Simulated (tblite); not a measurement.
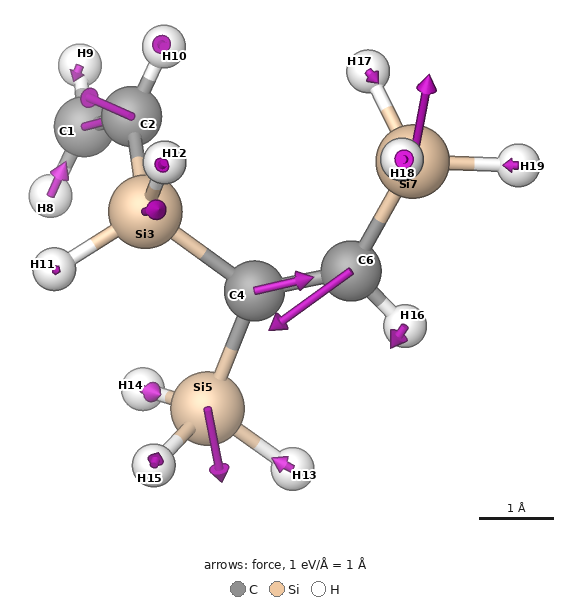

Starting geometry of C4H12Si3 with the computed forces as purple arrows. Style: ball-and-stick. Shown at a tilt.

The calculation used GFN2-xTB geometry optimisation, gas phase (tblite). 

Is this structure relaxed? If not, where do the atoms go?

Answer. It isn't relaxed: the largest force vector, on C atoms, is 1.47 eV/Å. The final displacements have little in common with the starting forces (cosine between the two patterns 0.12). H8 moves most after the best rigid fit: 0.86 Å. Largest moves by element: H 0.86 Å, C 0.37 Å, Si 0.22 Å. Among the contacts that change: C2–Si3 1.843 → 1.884 Å, C4–Si5 1.862 → 1.894 Å, Si3–H12 1.489 → 1.468 Å, C1–C2 1.343 → 1.323 Å. Bond angles that change, for instance: Si3–C4–Si5 107.7° → 116.3°, Si3–C4–C6 128.5° → 123.2°, Si7–C6–H16 110.3° → 114.3°. Groups turn about C2–Si3 by about 20°. The energy falls by 0.239 eV in 133 geometry steps. The run took 2.9 s on 1 thread of Intel(R) Xeon(R) Processor @ 2.70GHz (shared host).
